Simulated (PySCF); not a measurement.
# UCCSD(T)/STO-3G run of SiH2ClO (SMILES O[SiH]Cl)

What is the vertical doublet–quartet gap of SiH2ClO at UCCSD(T)/STO-3G? The job is set up through a Python script.

The calculation is run with PySCF 2.14.0.

7 further runs of the same task are left out: 1 that didn't finish, 6 set aside as unsound or not needed.

### Step 1. Starting point

SiH2ClO: 5 atoms, total charge 0, spin state doublet. As SMILES, `O[SiH]Cl`. The shape is that of a PBE0-D4/def2-TZVP optimisation. This is one conformer, not always the lowest.

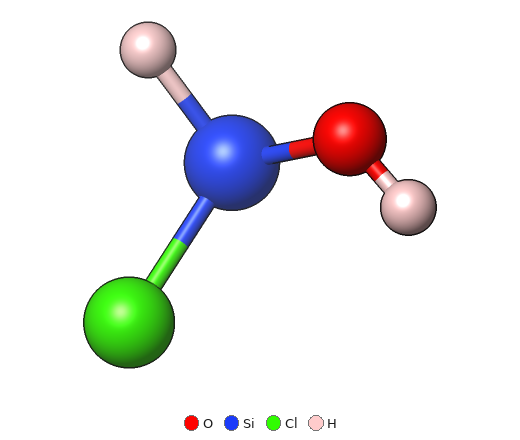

Viewed from a chosen angle; oxygen red, silicon blue, chlorine green, hydrogen pink.

### Step 2. The energy at UCCSD(T)/STO-3G

calc.py reads:

```python
from pyscf import gto, cc

molecule = gto.M(
    atom='''
O   -0.806100  -0.432000  -0.746500
Si  -0.092300   0.479800   0.414000
Cl   1.606600  -0.440800   1.143600
H   -1.024100  -1.343200  -0.540000
H    0.316000   1.736300  -0.271100
''',
    spin=1,
    verbose=3,
    max_memory=1860,
    basis='sto-3g',
)

calc0 = molecule.UHF()
calc0.conv_tol = 1e-10
calc0.kernel()
if not calc0.converged:
    calc0 = calc0.newton().run(calc0.mo_coeff, calc0.mo_occ)

mycc = cc.CCSD(calc0, frozen=11)
mycc.kernel()
e_t = mycc.ccsd_t()
energy = mycc.e_tot + e_t
print('Final energy', energy)
```

Run with:

```sh
OMP_NUM_THREADS=1 python calc.py
```

The program printed:

```text
converged SCF energy = -815.207008583688  <S^2> = 0.75342888  2S+1 = 2.0034259
E(UCCSD) = -815.2956303452312  E_corr = -0.08862176154337933
UCCSD(T) correction = -0.00258101539282183
Final energy -815.298211360624
```

Wall time 1.1 s (1 thread of Arm Neoverse V1, shared host); peak memory 0.12 GiB.

### Step 3. The quartet

calc.py reads:

```python
from pyscf import gto, scf, cc

mol = gto.Mole()
mol.atom = '''
O     -1.523308    -0.816362    -1.410681
Si    -0.174422     0.906691     0.782347
Cl     3.036034    -0.832991     2.161091
H     -1.935269    -2.538280    -1.020452
H      0.597153     3.281131    -0.512305
'''
mol.basis = 'sto-3g'
mol.max_memory = 1860
mol.spin = 3
mol.verbose = 3
mol.charge = 0
mol.unit = 'bohr'
mol.build()

mf = scf.UHF(mol)
mf.conv_tol = 1e-10
mf.kernel()
if not mf.converged:
    mf = mf.newton().run(mf.mo_coeff, mf.mo_occ)

mycc = cc.CCSD(mf, frozen=11)
mycc.kernel()
e_t = mycc.ccsd_t()
e_final = mycc.e_tot + e_t
print(f'total energy: {e_final:.8f} hartree')
```

Run with:

```sh
OMP_NUM_THREADS=1 python calc.py
```

The program printed:

```text
WARN: HOMO 0.249219572088834 >= LUMO -0.449809006042643

WARN: HOMO 0.0517865185418731 >= LUMO -0.0563999309392402

WARN: HOMO 0.0378632474095203 >= LUMO -0.0453586010211692

WARN: HOMO 0.0259145615337975 >= LUMO -0.030358645468393

WARN: HOMO 0.0241296421320576 >= LUMO -0.0232572484158798

WARN: HOMO 0.0218864296232532 >= LUMO -0.0128518764445203

WARN: HOMO 0.0199853273204089 >= LUMO -0.0126369892768224

WARN: HOMO 0.019346653106325 >= LUMO -0.0045506157913564

WARN: HOMO 0.0216563390561662 >= LUMO -0.016245554598025

WARN: HOMO 0.0223823160791526 >= LUMO -0.00255104992894573

WARN: HOMO 0.0229695100051012 >= LUMO -0.0010484054994353

WARN: HOMO 0.023191350522644 >= LUMO -0.00930577759958695

WARN: HOMO 0.0237197010869843 >= LUMO -0.003499031590531

WARN: HOMO 0.02345991097163 >= LUMO -0.0049828937270735

WARN: HOMO 0.0235855552282492 >= LUMO -0.00374710646850041

WARN: HOMO 0.0235733856766006 >= LUMO -0.00385859088224527

WARN: HOMO 0.023578557096037 >= LUMO -0.00395098628290369

WARN: HOMO 0.0236127234777618 >= LUMO -0.00376071621680896

WARN: HOMO 0.0237833010710889 >= LUMO -0.00251974957610801

WARN: HOMO 0.0238855629128213 >= LUMO -0.0022416123180331

WARN: HOMO 0.023959957440755 >= LUMO -0.00199699951903431

WARN: HOMO 0.0239645614472727 >= LUMO -0.00501589460765905

WARN: HOMO 0.0240661510803514 >= LUMO 0.000557031460078794

WARN: HOMO 0.0240373457847242 >= LUMO -0.00365346690385904

WARN: HOMO 0.024035572772191 >= LUMO -0.0037334335394964

WARN: HOMO 0.0240373030507135 >= LUMO -0.00366535198405282

WARN: HOMO 0.0240373076174427 >= LUMO -0.00358015871937267

WARN: HOMO 0.0240371891580279 >= LUMO -0.00361423519451354

WARN: HOMO 0.0240375185082182 >= LUMO -0.00360613600242676

WARN: HOMO 0.0240379309868973 >= LUMO -0.00361697879160616

WARN: HOMO 0.0240381670312361 >= LUMO -0.00361787673598557

WARN: HOMO 0.0240381851564987 >= LUMO -0.00361785623107547

converged SCF energy = -814.831128227459  <S^2> = 3.7513263  2S+1 = 4.0006631
E(UCCSD) = -814.9104215126837  E_corr = -0.07929328522508194
UCCSD(T) correction = -0.00212248147959021
total energy: -814.91254399 hartree
```

Run time: 1.3 s. Hardware: 1 thread of Arm Neoverse V1, shared host; peak memory 0.1 GiB.

### Step 4. Summary of results

At UCCSD(T)/STO-3G, 11 core orbitals frozen:

| quantity | value |
| --- | --- |
| doublet: total energy | -815.29821 Eh |
| doublet: dipole moment (Hartree–Fock density) | 2.84 D |
| doublet: HOMO energy (Hartree–Fock orbitals) (highest over α and β) | -6.99 eV |
| doublet: LUMO energy (Hartree–Fock orbitals) (lowest over α and β) | 4.77 eV |
| doublet: correlation energy (11 core orbitals frozen) | -91.2 mEh |
| doublet: (T) correction | -2.58 mEh |
| doublet: ⟨S²⟩ of the reference determinant | 0.753 |
| doublet: T1 diagnostic | 0.015 |
| quartet: total energy | -814.91254 Eh |
| quartet: dipole moment (Hartree–Fock density) | 3.27 D |
| quartet: HOMO energy (Hartree–Fock orbitals) (highest over α and β) | 0.65 eV |
| quartet: correlation energy (11 core orbitals frozen) | -81.4 mEh |
| quartet: (T) correction | -2.12 mEh |
| quartet: ⟨S²⟩ of the reference determinant | 3.751 |
| quartet: T1 diagnostic | 0.044 |
| vertical energy of the quartet above the doublet | 10.495 eV |

At this shape the quartet lies 10.49 eV (1013 kJ/mol) above the doublet. In a minimal basis such a difference can be off by several eV, whatever the method. The triples (doublet) make up 2.8 % of the correlation energy. Mulliken charges (quartet) of the mean-field density run from -0.48 on O1 to +0.39 on Si2. The triples (quartet) make up 2.6 % of the correlation energy.
